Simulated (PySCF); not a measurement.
# C$_{5}$H$_{13}$Si$_{2}$ (doublet): what the fields show

Input file:

```
{"job": {"kind": "epr", "basis": "pcH-1"}, "charge": 0, "multiplicity": 2}
C      2.631491    -0.619778     0.891409
C      2.209585    -0.340080    -0.562974
C      0.760684    -0.587251    -0.774456
C     -0.243034     0.423725    -0.560937
Si    -1.844718     0.395454    -1.654622
C     -2.871732     0.618272    -0.051658
Si    -1.355724     0.301867     1.070330
H      3.693825    -0.426825     1.026904
H      2.068420     0.016645     1.571024
H      2.430412    -1.657719     1.146061
H      2.802484    -0.984338    -1.220264
H      2.449708     0.700945    -0.798547
H      0.442923    -1.614823    -0.863871
H      0.223958     1.412688    -0.578688
H     -1.953633     1.465276    -2.649279
H     -2.060136    -0.900310    -2.297940
H     -3.284711     1.617772     0.058320
H     -3.699984    -0.072484     0.077409
H     -1.084076     1.300492     2.106940
H     -1.320890    -1.038851     1.652106
```

Command:

```sh
OMP_NUM_THREADS=1 python probes_run.py task.json out
```

Geometry: GFN2-xTB.

Level of theory: PySCF, UKS B3LYP, pcH-1 on C H Si, non-relativistic, mean-field spin-orbit, GIAO.

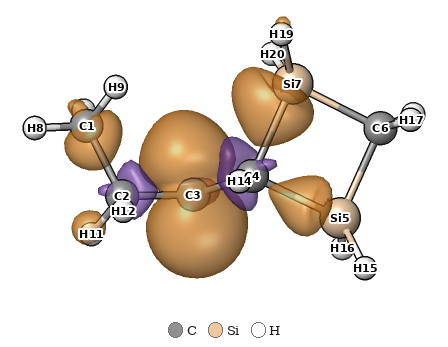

Figure 1. Isosurfaces of the spin density at +0.015 (orange) and −0.015 e/Å³ (purple), seen across its widest extent.

> Describe the spin distribution.

The unpaired spin (1 electron) lies mostly on C3 (about 0.6) and Si7 (about 0.1), in electrons by Hirshfeld's partition.

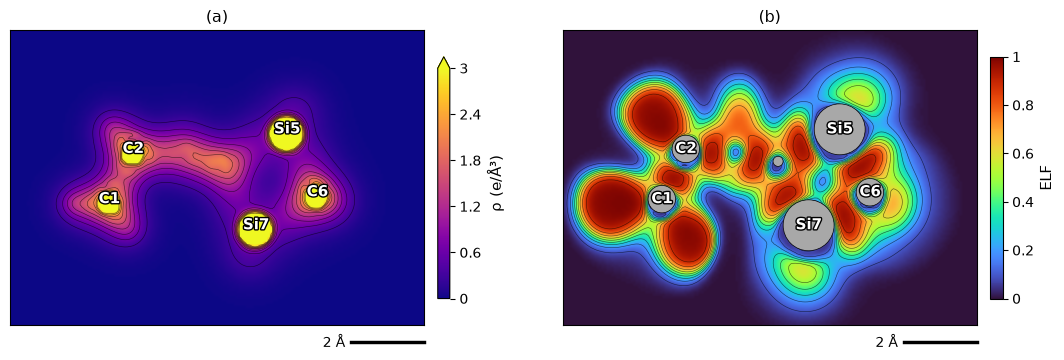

Figure 2. (a) total electron density; (b) electron localisation function on the plane of atoms Si5, C6 and Si7. Grey discs cover the atomic cores in the ELF map.

> What do the fields say about this system?

- The section cuts through C and Si sites.
- C–Si (1.91 Å): ρ at the midpoint is about 0.93 e/Å³; the ELF peaks at about 0.95 between the atoms; localised, covalent bonding.
- C–C (1.54 Å): ρ at the midpoint is about 1.6 e/Å³; the ELF peaks at about 0.95 between the atoms: localised, covalent bonding.

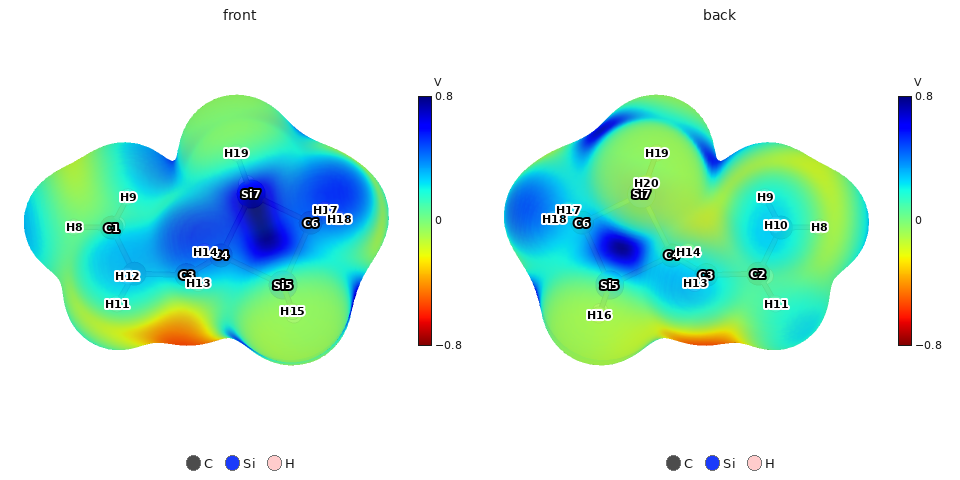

Figure 3. The electrostatic potential painted on the density surface at 0.001 e/bohr³, seen from the front and from behind; red is negative and blue positive.

> Which sites attract a positive test charge, and which a negative one?

A positive charge is drawn to the negative regions and a negative charge to the positive ones. The most negative region (about −0.5 V) lies over the π face of C3, the most positive (about +0.8 V) over Si5 and Si7.
